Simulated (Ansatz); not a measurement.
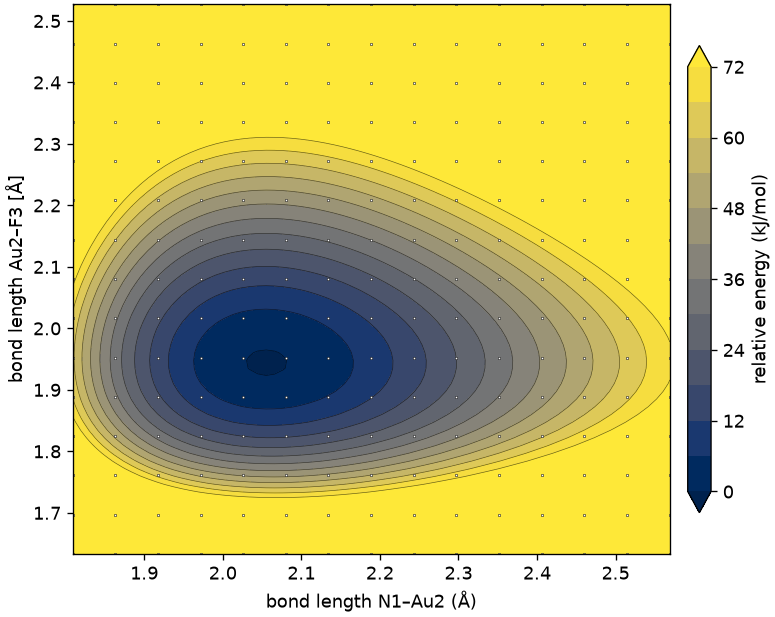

AuFH₃N, SMILES [NH3+][Au-][F]. Coordinates scanned: (1) bond length N1–Au2; (2) bond length Au2–F3. Nothing is relaxed (all other coordinates rigid). Grid: 15 × 15 points. Points are written as (first, second). Energies: kJ/mol, counted from the lowest grid point. Method: RKS PBE-D4/def2-TZVP in Ansatz.

In the figure: filled contours, dots at the grid points, one colour for all values above the top of the scale. Between grid points the surface is interpolated.

Question: Where is the minimum, and how stiff is the well along each coordinate?

Answer: The interpolated minimum is at bond length N1–Au2 ≈ 2.055 Å, bond length Au2–F3 ≈ 1.944 Å. The curvatures there are about 13 eV/Å² and 20 eV/Å², with a cross term of about 0 eV/Å². Round the minimum the two coordinates are nearly uncoupled. (1 eV is 96.5 kJ/mol.)
